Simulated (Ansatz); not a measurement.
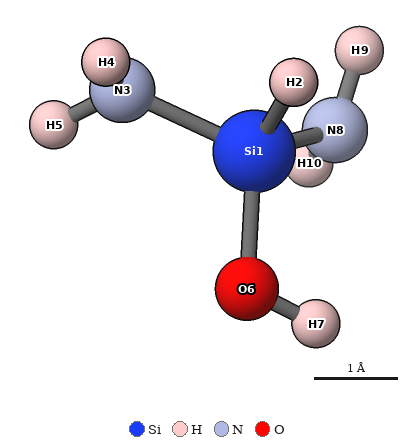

Fig. 1: The structure as given in the input (ball-and-stick view, seen at a tilt; atoms are numbered from 1 in the order of the input).

## Geometry relaxation, with input and output: SiN2H6O

SiN2H6O, computed with RKS revPBE-D4/6-31G* (Ansatz 0.2.0).

It belongs to a series of runs on one base structure; here: end point A relaxed. Figures and captions count atoms from 1; the log counts them from 0 in places.

## Input file
```yaml
crystal:
  periodic: [false, false, false]
  atoms:
    - { symbol: Si, position_ang: [0.062145, -0.119215, 0.213925] }
    - { symbol: H, position_ang: [0.100634, -0.357948, 1.656625] }
    - { symbol: "N", position_ang: [1.832881, -0.198855, 0.152167] }
    - { symbol: H, position_ang: [2.268569, 0.075074, 1.031638] }
    - { symbol: H, position_ang: [2.367945, 0.162978, -0.640047] }
    - { symbol: O, position_ang: [-0.501939, 1.348373, -0.385878] }
    - { symbol: H, position_ang: [-1.467957, 1.304947, -0.551358] }
    - { symbol: "N", position_ang: [-0.903358, -1.344191, -0.569747] }
    - { symbol: H, position_ang: [-0.804987, -2.287161, -0.185873] }
    - { symbol: H, position_ang: [-0.888432, -1.393903, -1.590851] }
basis:
  gaussian: { orbitals: "6-31G*" }
hamiltonian:
  xc: revpbe
  dispersion: d4
relax:
  f_tol: 0.03
  max_steps: 50
output:
  orbitals: {}
```

Machine: 1 thread of Arm Neoverse V2, 24 GiB of memory available, shared host.

Launch command:
```bash
ansatz run input.yaml --threads 1 --pin off --max-ram 2048MiB --backend cpu --events-out ev --progress --plain --runs-dir out
```

## Log
```
The last accepted step is kept in [file] (removed where the run ends without a failure and the disk answers)
Engine: ansatz 0.2.0, aarch64-unknown-linux-gnu
Functional definition: revPBE
  parameter kappa = 1.245
  parameter beta = 0.06672455060314922
  exchange = pbe_x(kappa = kappa, mu = beta*pi^2/3)
  correlation = pbe_c(beta = beta)
973 factors; their error is unknown
mean field evaluation 1: about -12984.5300 eV, gradient 9.3e1 eV
mean field evaluation 2: about -12946.0350 eV, gradient 1.6e2 eV
mean field evaluation 4: about -13000.4321 eV, gradient 1.1e1 eV
mean field evaluation 8: about -13000.6875 eV, gradient 2.5e-1 eV
mean field evaluation 16: about -13000.6295 eV, gradient 5.1e-5 eV
mean field -13000.62950324 eV, -477.7643221009 hartree, gradient 5.1e-5 eV, S^2 0.000000; 0 other end points of the search recorded, 0 dependent functions left out
the calculation of the forces begins
reference -13000.62954310 eV, -477.7643235656 hartree; 21, 21 occupied and 55, 55 virtual orbitals, 973 factors
relax step   1: F+E_penalty+E_count = -13001.18597522 eV  Δ(F+E_penalty+E_count) = +0.000e0 eV  max|allowed force component| = 1.390e0 eV/Å  Δτ_max = 0.0000 Å  (26 SCF iters, accepted)
these checks for a lower state are left out or cut short: starts, cluster_reference, orbital_swaps, neighbouring_geometries, increment
973 factors; their error is unknown
mean field -13000.78314731 eV, -477.7699684162 hartree, gradient 9.8e-6 eV, S^2 0.000000; 0 other end points of the search recorded, 0 dependent functions left out
the calculation of the forces begins
reference -13000.78318706 eV, -477.7699698770 hartree; 21, 21 occupied and 55, 55 virtual orbitals, 973 factors
relax step   2: F+E_penalty+E_count = -13001.34255917 eV  Δ(F+E_penalty+E_count) = -1.566e-1 eV  max|allowed force component| = 5.982e-1 eV/Å  Δτ_max = 0.1962 Å  (28 SCF iters, accepted)
these checks for a lower state are left out or cut short: starts, cluster_reference, orbital_swaps, neighbouring_geometries, increment
973 factors; their error is unknown
mean field -13000.79873451 eV, -477.7705412354 hartree, gradient 1.0e-5 eV, S^2 0.000000; 0 other end points of the search recorded, 0 dependent functions left out
the calculation of the forces begins
reference -13000.79877426 eV, -477.7705426960 hartree; 21, 21 occupied and 55, 55 virtual orbitals, 973 factors
relax step   3: F+E_penalty+E_count = -13001.35971794 eV  Δ(F+E_penalty+E_count) = -1.716e-2 eV  max|allowed force component| = 1.942e-1 eV/Å  Δτ_max = 0.0488 Å  (30 SCF iters, accepted)
these checks for a lower state are left out or cut short: starts, cluster_reference, orbital_swaps, neighbouring_geometries, increment
973 factors; their error is unknown
mean field evaluation 32: about -13000.6372 eV, gradient 6.7e0 eV
mean field -13000.78371926 eV, -477.7699894351 hartree, gradient 2.0e-5 eV, S^2 0.000000; 0 other end points of the search recorded, 0 dependent functions left out
the calculation of the forces begins
reference -13000.78375922 eV, -477.7699909037 hartree; 21, 21 occupied and 55, 55 virtual orbitals, 973 factors
relax step   4: F+E_penalty+E_count = -13001.34316430 eV  Δ(F+E_penalty+E_count) = +1.655e-2 eV  max|allowed force component| = 5.568e-1 eV/Å  Δτ_max = 0.1453 Å  (27 SCF iters, rejected (line search))
these checks for a lower state are left out or cut short: starts, cluster_reference, orbital_swaps, neighbouring_geometries, increment
973 factors; their error is unknown
mean field -13000.80416050 eV, -477.7707406368 hartree, gradient 1.1e-5 eV, S^2 0.000000; 0 other end points of the search recorded, 0 dependent functions left out
the calculation of the forces begins
reference -13000.80420030 eV, -477.7707420993 hartree; 21, 21 occupied and 55, 55 virtual orbitals, 973 factors
relax step   5: F+E_penalty+E_count = -13001.36621745 eV  Δ(F+E_penalty+E_count) = -6.500e-3 eV  max|allowed force component| = 4.324e-1 eV/Å  Δτ_max = 0.0726 Å  (29 SCF iters, accepted)
these checks for a lower state are left out or cut short: starts, cluster_reference, orbital_swaps, neighbouring_geometries, increment
973 factors; their error is unknown
mean field -13000.74230905 eV, -477.7684676378 hartree, gradient 9.5e-6 eV, S^2 0.000000; 0 other end points of the search recorded, 0 dependent functions left out
the calculation of the forces begins
reference -13000.74234921 eV, -477.7684691138 hartree; 21, 21 occupied and 55, 55 virtual orbitals, 973 factors
relax step   6: F+E_penalty+E_count = -13001.30180121 eV  Δ(F+E_penalty+E_count) = +6.442e-2 eV  max|allowed force component| = 1.260e0 eV/Å  Δτ_max = 0.1000 Å  (28 SCF iters, rejected (line search))
these checks for a lower state are left out or cut short: starts, cluster_reference, orbital_swaps, neighbouring_geometries, increment
973 factors; their error is unknown
mean field -13000.80855720 eV, -477.7709022127 hartree, gradient 1.0e-5 eV, S^2 0.000000; 0 other end points of the search recorded, 0 dependent functions left out
the calculation of the forces begins
reference -13000.80859708 eV, -477.7709036779 hartree; 21, 21 occupied and 55, 55 virtual orbitals, 973 factors
relax step   7: F+E_penalty+E_count = -13001.37070259 eV  Δ(F+E_penalty+E_count) = -4.485e-3 eV  max|allowed force component| = 3.341e-2 eV/Å  Δτ_max = 0.0324 Å  (29 SCF iters, accepted)
these checks for a lower state are left out or cut short: starts, cluster_reference, orbital_swaps, neighbouring_geometries, increment
973 factors; their error is unknown
mean field evaluation 64: about -13000.8088 eV, gradient 1.5e-3 eV
mean field -13000.80883434 eV, -477.7709123972 hartree, gradient 1.1e-5 eV, S^2 0.000000; 0 other end points of the search recorded, 0 dependent functions left out
the calculation of the forces begins
reference -13000.80887419 eV, -477.7709138619 hartree; 21, 21 occupied and 55, 55 virtual orbitals, 973 factors
relax step   8: F+E_penalty+E_count = -13001.37105853 eV  Δ(F+E_penalty+E_count) = -3.559e-4 eV  max|allowed force component| = 2.374e-2 eV/Å  Δτ_max = 0.0381 Å  (30 SCF iters, accepted)
```

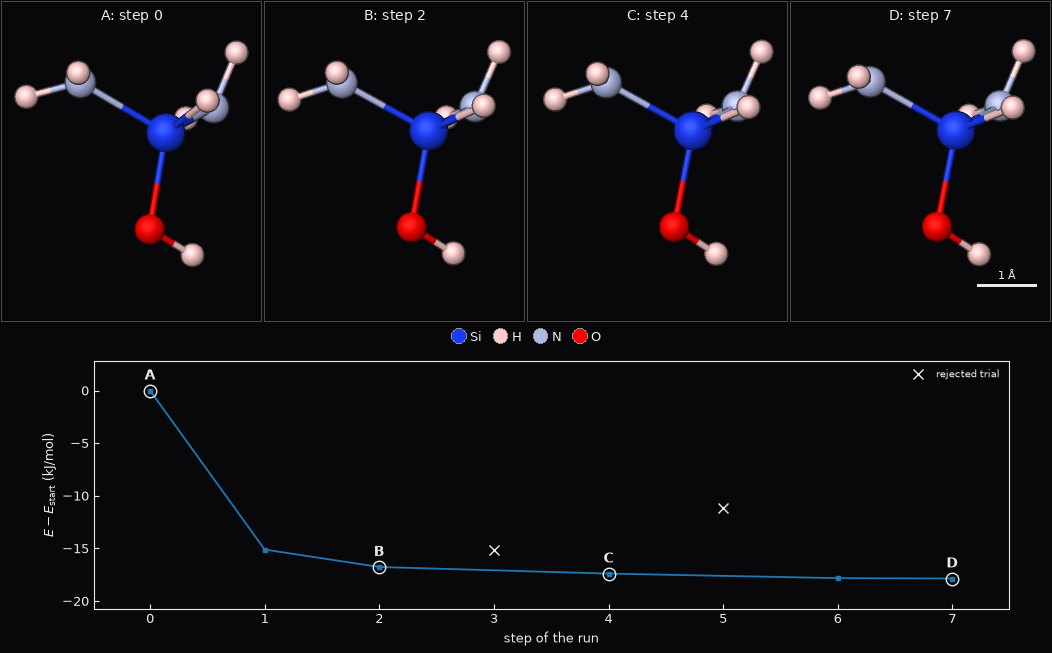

Fig. 2: Frames of the relaxation (ball-and-stick view, seen at a tilt) above the curves, on which the letters mark them (the first geometry is step 0 here and step 1 in the log).

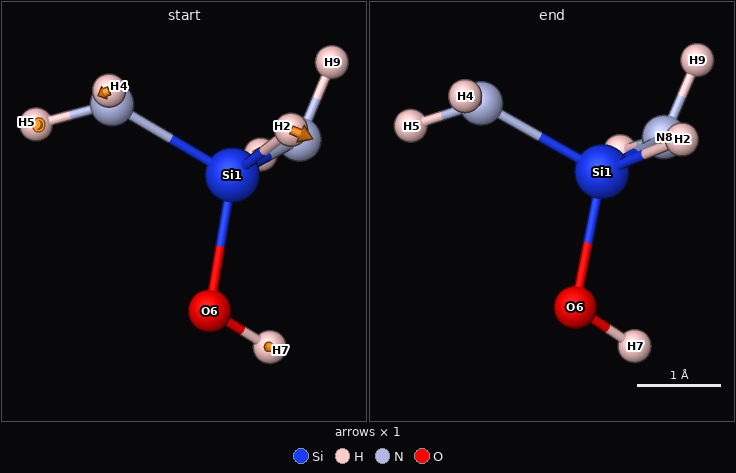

Fig. 3: Before (left) and after (right) the relaxation, at one scale (ball-and-stick view, seen at a tilt). The orange arrows give the displacements, at true length. The energy falls by 17.9 kJ/mol in 7 geometry steps. The largest force component goes from 1.4 to 0.024 eV/Å. The line search rejected the trial steps at points 3, 5 (counted from 0) and went back. The atom that moves furthest after the best rigid fit is H2 (0.30 Å). By element the largest moves are H 0.30 Å, O 0.08 Å, Si 0.07 Å, N 0.05 Å. Among the contacts that change: Si1–H2 1.463 → 1.501 Å, Si1–N3 1.774 → 1.743 Å, Si1–O6 1.683 → 1.687 Å. Among the angles that change: H2–Si1–N3 90.0° → 104.7°, H2–Si1–O6 120.2° → 115.2°, Si1–N3–H5 122.3° → 117.9°. (Atoms are counted from 1 in the order of the input.)

```
973 factors; their error is unknown
mean field -13000.80883434 eV, -477.7709123972 hartree, gradient 1.9e-5 eV, S^2 0.000000; 1 other end points of the search recorded, 0 dependent functions left out
the calculation of the forces begins
reference -13000.80887419 eV, -477.7709138619 hartree; 21, 21 occupied and 55, 55 virtual orbitals, 973 factors
Total energy: -13001.37109839 eV, -477.7915752199 hartree
Atom 0 at     0.082047    -0.137431     0.278180 Å, force     0.016371     0.007179     0.005579 eV/Å
Atom 1 at    -0.190863    -0.353257     1.738721 Å, force     0.001880     0.006513     0.003142 eV/Å
Atom 2 at     1.817330    -0.223117     0.134781 Å, force     0.000605    -0.022473     0.009858 eV/Å
Atom 3 at     2.348355     0.163511     0.918205 Å, force    -0.001368     0.005095     0.004887 eV/Å
Atom 4 at     2.240839     0.087172    -0.742661 Å, force    -0.000514     0.002341    -0.008807 eV/Å
Atom 5 at    -0.438955     1.344274    -0.338133 Å, force    -0.023744    -0.009328    -0.005154 eV/Å
Atom 6 at    -1.403638     1.338723    -0.499591 Å, force     0.000461     0.013680     0.007241 eV/Å
Atom 7 at    -0.850918    -1.349721    -0.567586 Å, force     0.019844    -0.003734    -0.020044 eV/Å
Atom 8 at    -0.771169    -2.302826    -0.204475 Å, force    -0.006458     0.003810     0.005884 eV/Å
Atom 9 at    -0.767527    -1.377228    -1.586842 Å, force    -0.007078    -0.003085    -0.002587 eV/Å
Dipole moment:     0.046787    -0.142121    -0.201386 e Å
```

## Trajectory as extended XYZ (Å, eV, eV/Å), 8 frames, from step=1 to step=8
```
10
Properties=species:S:1:pos:R:3:forces:R:3 step=1 energy=-13001.18598
Si    0.0621   -0.1192    0.2139    1.3895  -0.0969  -0.2103
H     0.1006   -0.3579    1.6566   -0.8992  -0.0938   0.8250
N     1.8329   -0.1989    0.1522   -0.6106   0.0677  -0.7394
H     2.2686    0.0751    1.0316    0.0678   0.0701   0.0413
H     2.3679    0.1630   -0.6400    0.0414   0.0053   0.0016
O    -0.5019    1.3484   -0.3859   -0.1416  -0.0052   0.0095
H    -1.4680    1.3049   -0.5514    0.1235   0.0298   0.0155
N    -0.9034   -1.3442   -0.5697    0.0302  -0.0007   0.0663
H    -0.8050   -2.2872   -0.1859    0.0020  -0.0003  -0.0155
H    -0.8884   -1.3939   -1.5909   -0.0031   0.0239   0.0059
10
Properties=species:S:1:pos:R:3:forces:R:3 step=2 energy=-13001.34256
Si    0.0876   -0.1275    0.2521    0.5982  -0.0678  -0.1049
H    -0.0821   -0.3645    1.7278   -0.1467   0.0328  -0.0465
N     1.8445   -0.1976    0.1109   -0.5329  -0.0127   0.0926
H     2.3080    0.0776    0.9788    0.1347   0.0188  -0.0400
H     2.3533    0.1734   -0.6941   -0.1269   0.0309   0.0024
O    -0.4768    1.3342   -0.3658   -0.0368   0.0912   0.0061
H    -1.4369    1.2862   -0.5555    0.0870   0.0011   0.0430
N    -0.8786   -1.3359   -0.5573    0.0116  -0.0885   0.0571
H    -0.7936   -2.2856   -0.1870   -0.0201  -0.0153  -0.0306
H    -0.8599   -1.3704   -1.5794    0.0320   0.0096   0.0208
10
Properties=species:S:1:pos:R:3:forces:R:3 step=3 energy=-13001.35972
Si    0.0937   -0.1310    0.2568    0.1547  -0.0521  -0.0269
H    -0.1307   -0.3606    1.7297   -0.0075   0.0263  -0.0893
N     1.8353   -0.2006    0.1054   -0.1942  -0.0157   0.1934
H     2.3184    0.0800    0.9622    0.0971  -0.0010  -0.0730
H     2.3216    0.1781   -0.7090   -0.0940   0.0288  -0.0204
O    -0.4590    1.3377   -0.3577    0.0006   0.0531  -0.0124
H    -1.4197    1.3002   -0.5395    0.0265   0.0064   0.0246
N    -0.8680   -1.3421   -0.5563    0.0026  -0.0461   0.0155
H    -0.7921   -2.2917   -0.1834   -0.0102   0.0002  -0.0158
H    -0.8339   -1.3800   -1.5777    0.0244   0.0000   0.0043
10
Properties=species:S:1:pos:R:3:forces:R:3 step=4 energy=-13001.34316 accepted=F
Si    0.0772   -0.1149    0.2536    0.3876  -0.2321   0.4970
H    -0.1871   -0.3543    1.7107   -0.1010   0.0071   0.0326
N     1.8181   -0.2018    0.1515    0.2247   0.0846  -0.5568
H     2.4003    0.1587    0.9111   -0.2541   0.0021   0.1063
H     2.2579    0.0753   -0.7373   -0.1395  -0.1099   0.1788
O    -0.4636    1.3663   -0.3270    0.1520   0.0166  -0.0434
H    -1.4264    1.2958   -0.4519   -0.3036   0.1456  -0.1263
N    -0.8502   -1.3310   -0.5928    0.0249  -0.1556  -0.2652
H    -0.8596   -2.2712   -0.1841    0.0557   0.1431   0.0768
H    -0.7010   -1.4330   -1.6032   -0.0467   0.0984   0.1001
10
Properties=species:S:1:pos:R:3:forces:R:3 step=5 energy=-13001.36622
Si    0.0819   -0.1325    0.2821    0.1528  -0.0105  -0.4324
H    -0.1679   -0.3503    1.7350   -0.0407  -0.0263   0.1774
N     1.8184   -0.2103    0.1172   -0.0420  -0.0124   0.1280
H     2.3431    0.1078    0.9351    0.0399   0.0060  -0.0354
H     2.2663    0.1380   -0.7339   -0.0829   0.0025   0.0300
O    -0.4471    1.3414   -0.3457   -0.0609   0.0126   0.0318
H    -1.4102    1.3203   -0.5192    0.0331   0.0165   0.0119
N    -0.8551   -1.3450   -0.5640   -0.0080  -0.0206   0.0600
H    -0.7859   -2.2958   -0.1925   -0.0086   0.0056  -0.0028
H    -0.7781   -1.3835   -1.5837    0.0173   0.0266   0.0314
10
Properties=species:S:1:pos:R:3:forces:R:3 step=6 energy=-13001.30180 accepted=F
Si    0.1167   -0.1455    0.2086   -0.4745   0.0717   1.2595
H    -0.1626   -0.3437    1.6675   -0.0212  -0.1303   0.1188
N     1.8486   -0.2221    0.1462    0.0440  -0.0273  -0.3002
H     2.3689    0.1626    0.9375   -0.1708   0.0064   0.0821
H     2.2577    0.1380   -0.7099    0.3498   0.0595  -0.3547
O    -0.4599    1.3508   -0.3042    0.3171   0.0640  -0.3362
H    -1.4189    1.3175   -0.4741   -0.1288  -0.0267  -0.0192
N    -0.8506   -1.3566   -0.5821    0.0553   0.1358  -0.2103
H    -0.8818   -2.2895   -0.1651    0.1136   0.0464  -0.0319
H    -0.7526   -1.4214   -1.5938   -0.0845  -0.1994  -0.2080
10
Properties=species:S:1:pos:R:3:forces:R:3 step=7 energy=-13001.37070
Si    0.0858   -0.1378    0.2726   -0.0152  -0.0050   0.0050
H    -0.1845   -0.3566    1.7349    0.0064   0.0061  -0.0212
N     1.8209   -0.2164    0.1267    0.0074  -0.0175  -0.0063
H     2.3501    0.1381    0.9259    0.0032   0.0099   0.0099
H     2.2485    0.1242   -0.7377   -0.0125  -0.0047   0.0021
O    -0.4386    1.3412   -0.3470   -0.0334   0.0090   0.0073
H    -1.4056    1.3356   -0.4974    0.0299   0.0055   0.0010
N    -0.8527   -1.3489   -0.5693    0.0149   0.0054   0.0025
H    -0.7962   -2.2974   -0.1909    0.0037  -0.0062   0.0021
H    -0.7623   -1.3918   -1.5873   -0.0043  -0.0025  -0.0025
10
Properties=species:S:1:pos:R:3:forces:R:3 step=8 energy=-13001.37106
Si    0.0820   -0.1374    0.2782    0.0164   0.0072   0.0056
H    -0.1909   -0.3533    1.7387    0.0019   0.0065   0.0031
N     1.8173   -0.2231    0.1348    0.0006  -0.0225   0.0099
H     2.3484    0.1635    0.9182   -0.0014   0.0051   0.0049
H     2.2408    0.0872   -0.7427   -0.0005   0.0023  -0.0088
O    -0.4390    1.3443   -0.3381   -0.0237  -0.0093  -0.0052
H    -1.4036    1.3387   -0.4996    0.0005   0.0137   0.0072
N    -0.8509   -1.3497   -0.5676    0.0198  -0.0037  -0.0200
H    -0.7712   -2.3028   -0.2045   -0.0065   0.0038   0.0059
H    -0.7675   -1.3772   -1.5868   -0.0071  -0.0031  -0.0026
```

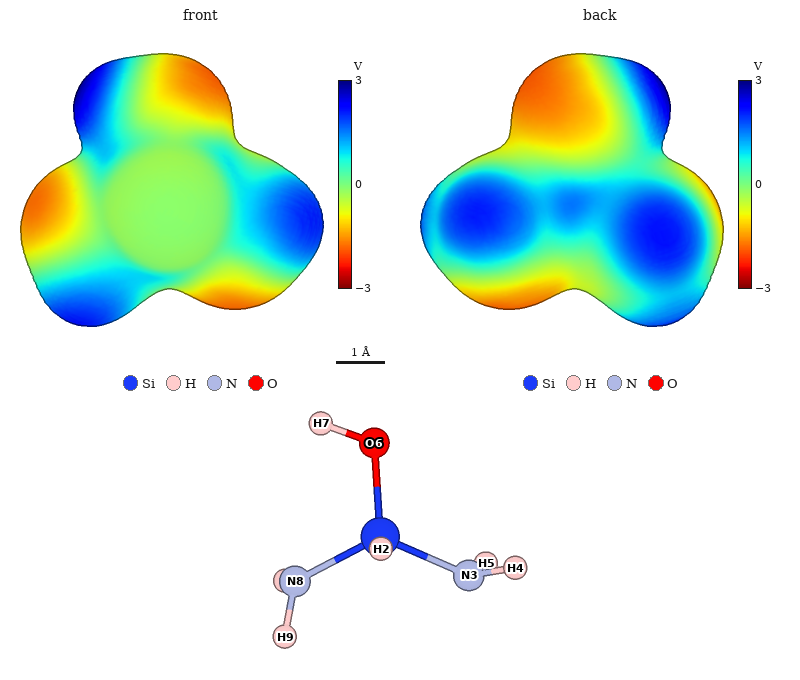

Fig. 4: The molecular electrostatic potential painted on the density surface at 0.004 e/bohr³, seen face on and from behind; the colour scale runs from red (negative) to blue (positive). The bare structure is drawn below in the same view.

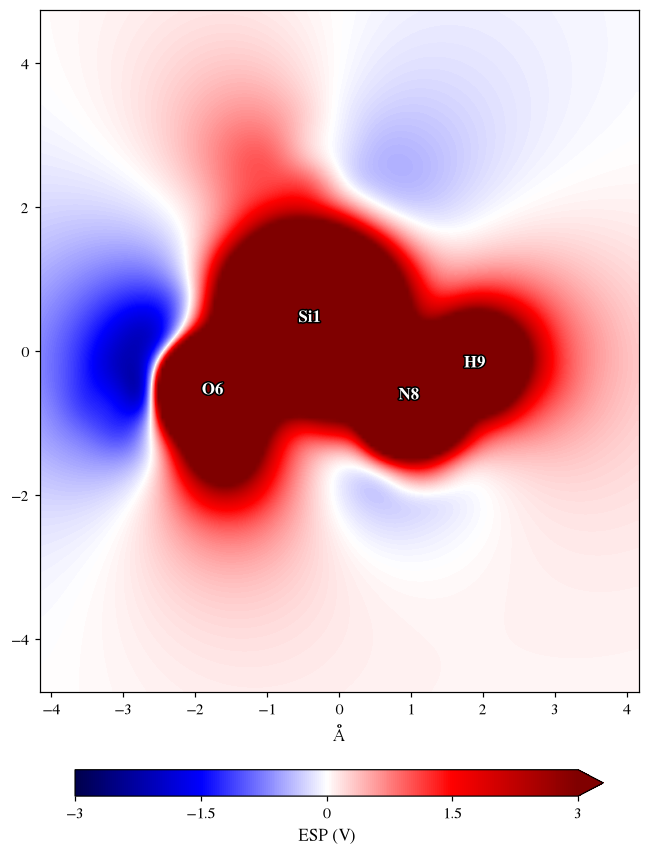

Fig. 5: Molecular electrostatic potential on the plane of atoms O6, Si1 and N8. Atoms in the plane: Si, O, N and H.

## Results in brief

```csv
quantity,value
outcome,converged
total energy,−13001.3711 eV
mean-field energy,−13000.8089 eV
largest force (length of the vector) at the end,0.028 eV/Å
wall time,19 s
peak memory,0.12 GiB
```
